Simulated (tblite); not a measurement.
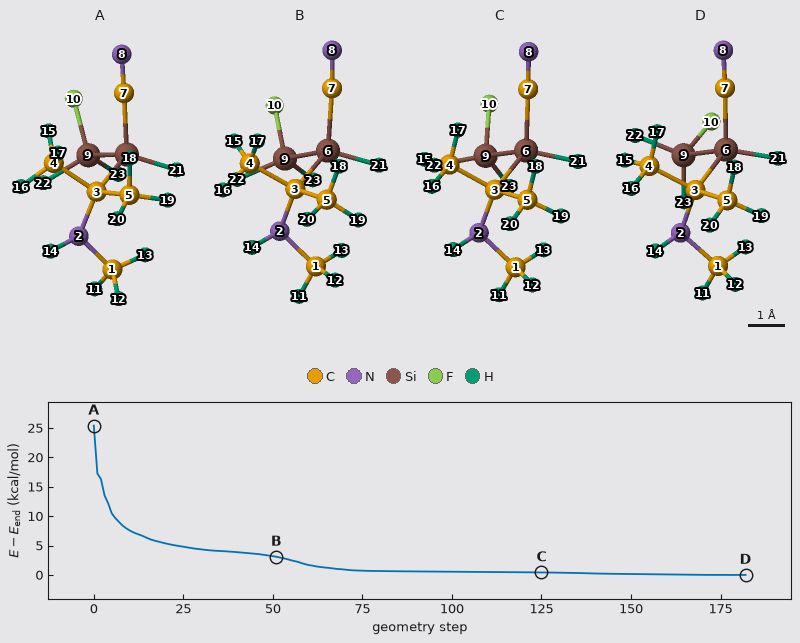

Frames of a relaxation of C₅H₁₃FN₂Si₂, marked on the history of the run. Style: ball-and-stick. Shown from a free direction.

Theory: tblite, GFN2-xTB geometry optimisation, gas phase. 

**Describe the path.**

F10 moves most after the best rigid fit: 1.41 Å. Largest moves by element: F 1.41 Å, H 1.34 Å, N 0.24 Å, C 0.21 Å, Si 0.14 Å. Among the contacts that change: Si6–Si9 2.222 → 2.307 Å, C3–Si6 1.857 → 1.928 Å, Si9–F10 1.678 → 1.615 Å, Si6–C7 1.829 → 1.875 Å. Among the angles between lasting bonds that change: C7–Si6–H21 110.4° → 99.9°, N2–C3–Si6 113.5° → 105.1°, Si9–Si6–H21 111.8° → 118.5°. Groups turn about Si6–Si9 by about 60°, C3–C4 by about 60°, C1–N2 by about 20°. Over 182 geometry steps the energy falls by 25.4 kcal/mol. Cost: 2 s on 1 thread of Arm Neoverse V1, with other jobs on the host. From step 0 to 51: H12 moves most (0.70 Å), energy −22.3 kcal/mol. From step 51 to 125: H15 moves most (0.57 Å), energy −2.66 kcal/mol. From step 125 to 182: H23 moves most (0.91 Å), energy −0.43 kcal/mol.

```csv
step,"E − E(0), kcal/mol"
0,0.00
1,-8.14
2,-9.11
3,-11.87
4,-13.21
5,-14.89
6,-15.73
7,-16.36
8,-16.98
9,-17.44
10,-17.83
19,-19.87
28,-20.90
37,-21.38
46,-21.85
55,-22.89
64,-24.10
73,-24.64
82,-24.76
91,-24.81
101,-24.86
110,-24.91
119,-24.94
128,-24.99
137,-25.10
146,-25.21
155,-25.28
164,-25.34
173,-25.39
182,-25.40
```
